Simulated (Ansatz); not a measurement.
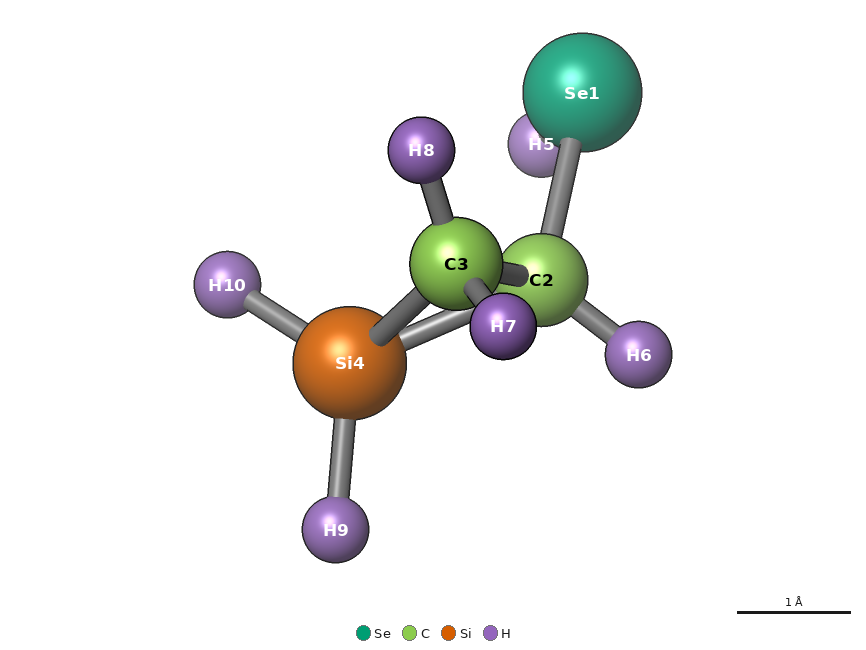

Orthographic view. Distant atoms are faded towards the background colour. The computed structure is the end point of a PBE0-D4/def2-TZVP optimisation. No frequency run is at hand to confirm it as a minimum.

Write a Z-matrix (Å, degrees) in the order of the atom numbers, with these reference atoms: 2 to 1; 3 to 2, 1; 4 to 3, 2, 1; 5 to 1, 2, 3; 6 to 2, 3, 4; 7 to 3, 2, 6; 8 to 3, 7, 2; 9 to 4, 3, 8; 10 to 4, 9, 2.

```
Se 
C    1   1.929
C    2   1.544   1   115.0
Si   3   1.846   2    65.4   1   114.7
H    1   1.469   2    97.0   3  -136.7
H    2   1.085   3   114.8   4  -112.0
H    3   1.085   2   115.8   6     1.2
H    3   1.085   7   113.0   2  -137.3
H    4   1.478   3   119.0   8  -148.5
H    4   1.475   9   115.5   2   149.4
```
